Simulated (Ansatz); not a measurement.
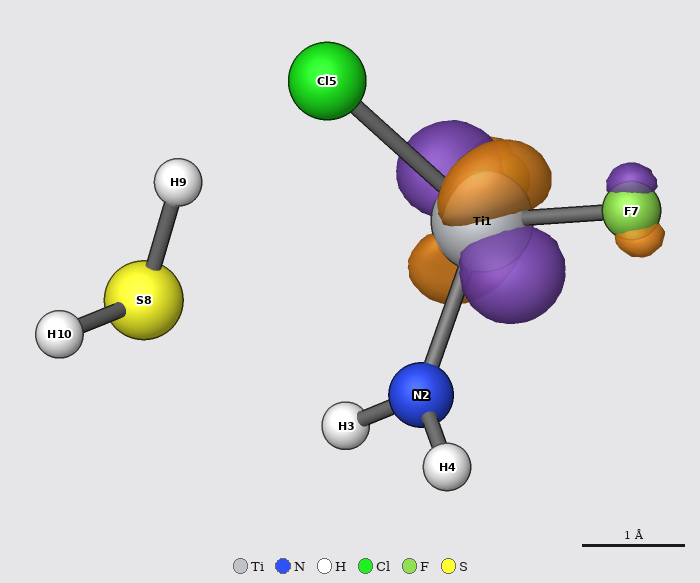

Figure 1: ClF₂H₂NTi···H₂S. One frontier orbital at ±0.3 Å⁻³ᐟ² (orange and purple are the two phases), seen at a tilt.

Computed with RKS PBE0-D4/def2-SVP in Ansatz 0.2.0.

```csv
atom,x (Å),y (Å),z (Å)
Ti,-0.0514,-0.3566,0.0863
N,-0.2617,-0.3354,1.8950
H,-0.1184,0.5492,2.3900
H,-0.4410,-1.1188,2.5182
Cl,2.1141,-0.2379,-0.4000
F,-0.8088,1.0606,-0.5728
F,-0.7150,-1.8457,-0.4938
S,1.3172,2.7806,1.9264
H,1.8390,2.1942,0.8247
H,2.2894,2.2669,2.7110
```

Question: Which orbital is it: HOMO or LUMO?

Answer: The LUMO, at −2.50 eV. Its weight (Hirshfeld) is mainly on Ti1 (about 75 %) and F7 (about 5 %).
